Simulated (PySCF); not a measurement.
AlClF2H2···HF

The calculation's input:

```
{"job": {"kind": "inter", "xc": "wB97M-D3(BJ)", "basis": "def2-TZVPD", "pairs": false}, "charge": 0, "multiplicity": 1, "parts": [{"atoms": "0-1", "charge": 0, "multiplicity": 1}, {"atoms": "2-3", "charge": 0, "multiplicity": 1}, {"atoms": "4-5", "charge": 0, "multiplicity": 1}, {"atoms": "6-7", "charge": 0, "multiplicity": 1}]}
Al     0.150156    -0.225661    -1.588463
Cl    -0.662037    -0.469770     0.345496
F      0.751978    -1.746507    -2.217750
H     -0.444125     0.747376    -2.656206
F      1.958067     0.347822    -1.267012
H      2.605661    -0.405194    -1.457549
F      3.072264    -1.620826    -1.848565
H      2.161157    -1.921705    -2.083081
```

Command:

```sh
OMP_NUM_THREADS=1 python cluster_run.py task.json out
```

Geometry: PBE0-D3(BJ)/def2-SVPD.

Theory: wB97M-D3(BJ)/def2-TZVPD, SCF density, gas phase in PySCF 2.14.0.

Q: Predict the electron density and electron localisation function between the atoms.

A: F7···H6 (1.36 Å): the density falls to about 0.64 e/Å³ on the way; the ELF dips to about 0.30 between them.
Al–F (1.75 Å): ρ at the midpoint is about 0.7 e/Å³; the ELF peaks at about 0.85 in the valence shell of F, 0.5 Å from its nucleus, and is about 0.40 at the midpoint.
F–H (0.99 Å): ρ at the midpoint is about 4.1 e/Å³; the ELF climbs to about 1 towards the hydrogen, as it does in any bond to H: an ordinary covalent bond to hydrogen.
Al–F (1.92 Å): ρ at the midpoint is about 0.44 e/Å³; the ELF peaks at about 0.90 in the valence shell of F, 0.6 Å from its nucleus, and is about 0.35 at the midpoint.

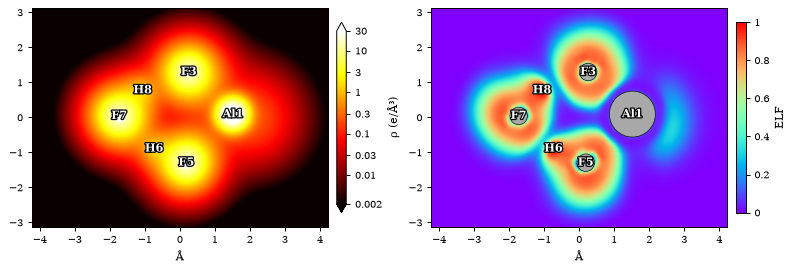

Computed electron density and electron localisation function on the plane of atoms Al1, F5 and H6, in this order. Grey discs cover the atomic cores in the ELF map. 
